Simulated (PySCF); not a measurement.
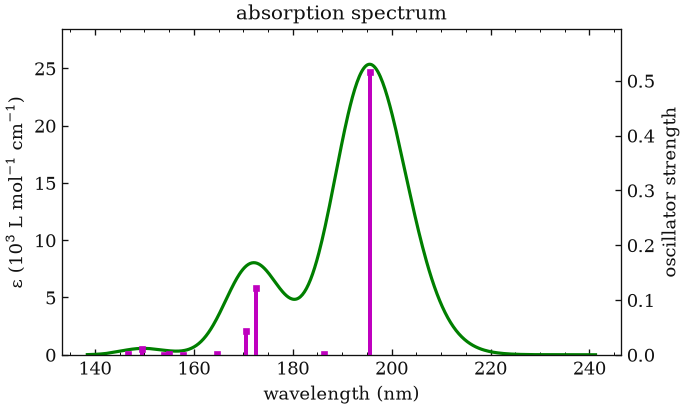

Computed absorption of C₆H₁₃BO₂, SMILES CC/C=C/B(OC)OC. Vertical TDDFT excitations, ωB97X-D/def2-SVPD with PySCF 2.14.0, at a PBE0-D3(BJ)/def2-SVP geometry (no frequency check), gas phase. Only the first 10 singlet excitations are included; each is broadened by a Gaussian of 1/e half-width 0.33 eV. Sticks give oscillator strengths (right axis).

**Does any vertical transition fall in the visible?**

No singlet lies below 3.1 eV (beyond 400 nm), so at this level no vertical transition falls in the visible.

**Where is the lowest singlet, and is it bright?**

S1 lies at 6.34 eV (196 nm) with f = 0.516, mainly HOMO → LUMO (97 %); it is bright.

**List the transitions behind the spectrum.**

```tsv
state	E (eV)	λ (nm)	f	main character
S1	6.34	196	0.516	HOMO → LUMO (97 %)
S2	6.65	186	0.001	HOMO−2 → LUMO (87 %)
S3	7.18	173	0.121	HOMO−1 → LUMO (95 %)
S4	7.27	171	0.044	HOMO → LUMO+1 (83 %)
S5	7.53	165	0.001	HOMO−3 → LUMO (65 %)
S6	7.86	158	0.000	HOMO → LUMO+2 (38 %)
S7	8.00	155	0.001	HOMO−5 → LUMO (48 %)
S8	8.05	154	0.000	HOMO−1 → LUMO+1 (42 %)
S9	8.29	150	0.010	HOMO → LUMO+3 (66 %)
S10	8.46	147	0.001	HOMO−4 → LUMO (70 %)
```

Note: one conformer of a flexible molecule; core orbitals are frozen in the response.
